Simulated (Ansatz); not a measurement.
## HgTe: response to strain

Start from HgTe in the zinc blende structure (space group F-43m, No. 216; a = 6.5728 Å).

Strains are applied to the cell and any free atomic positions relax.

Level of theory: r2SCAN in Ansatz (plane waves to 500 eV, PAW, no spin-orbit coupling).

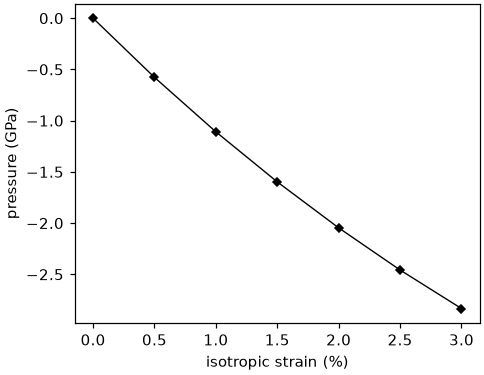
Figure. Pressure against isotropic strain

```tsv
isotropic strain (%)	pressure
0.5	-0.6 GPa
1	-1.1 GPa
1.5	-1.6 GPa
2	-2.0 GPa
2.5	-2.5 GPa
3	-2.8 GPa
```

Whether these cells are dynamically stable was not tested. All final runs are without spin polarisation.

Ansatz is a program for electronic structure.
